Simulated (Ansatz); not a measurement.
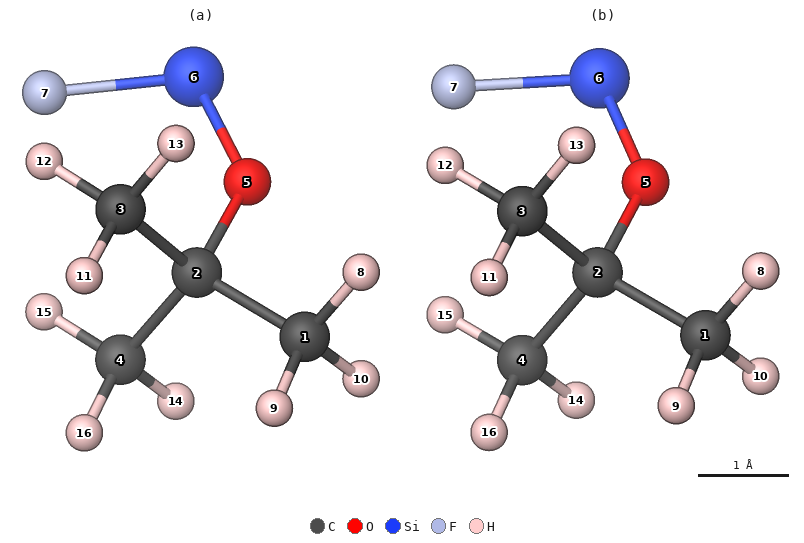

The structure of C4H9FOSi before (left) and after (right) a relaxation, at one scale.

The picture is a ball-and-stick view, seen from a free direction.

The start comes from PBE-D4/def2-SVP.

These are results of RKS PBE0-D4/def2-TZVP (Ansatz), not measurements.

Input
```yaml
crystal:
  periodic: [false, false, false]
  atoms:
    - {symbol: C, position_ang: [-0.586824, -1.225606, -1.074186]}
    - {symbol: C, position_ang: [-0.128202, -0.085610, -0.161481]}
    - {symbol: C, position_ang: [1.354248, 0.242147, -0.385261]}
    - {symbol: C, position_ang: [-0.407953, -0.408888, 1.312478]}
    - {symbol: O, position_ang: [-0.924670, 1.072357, -0.544402]}
    - {symbol: Si, position_ang: [-1.048925, 2.661871, -0.060629]}
    - {symbol: F, position_ang: [0.090513, 2.772924, 1.161166]}
    - {symbol: H, position_ang: [-0.419478, -0.961010, -2.136898]}
    - {symbol: H, position_ang: [-0.027755, -2.156599, -0.851156]}
    - {symbol: H, position_ang: [-1.667992, -1.422224, -0.933664]}
    - {symbol: H, position_ang: [1.986393, -0.637531, -0.150240]}
    - {symbol: H, position_ang: [1.666533, 1.083713, 0.262190]}
    - {symbol: H, position_ang: [1.530407, 0.521185, -1.443462]}
    - {symbol: H, position_ang: [-1.490251, -0.593025, 1.466528]}
    - {symbol: H, position_ang: [-0.093509, 0.432010, 1.960053]}
    - {symbol: H, position_ang: [0.144465, -1.318416, 1.623164]}
basis:
  gaussian: {orbitals: def2-TZVP}
hamiltonian: {xc: pbe0, dispersion: d4}
relax: {f_tol: 0.005, max_steps: 150}
```

Run as
```bash
ansatz run in.yaml --threads 4 --pin off --events-out ev --progress --plain --max-ram 11315MiB
```

**Describe what moved and what it gained.**

F7 moves most after the best rigid fit: 0.12 Å. By element the largest moves are F 0.12 Å, H 0.05 Å, Si 0.05 Å, O 0.04 Å, C 0.03 Å. Among the contacts that change: Si6–F7 1.674 → 1.626 Å, O5–Si6 1.666 → 1.621 Å, C2–O5 1.457 → 1.439 Å, C1–H10 1.108 → 1.092 Å. Among the angles between lasting bonds that change: C2–O5–Si6 136.3° → 139.8°. After 6 accepted moves (7 points after the start) the energy has fallen by 0.118 eV. Largest force component: 1.2 eV/Å at the start, 0.0036 eV/Å at the end. The line search rejected the trial step at point 6 of the run.
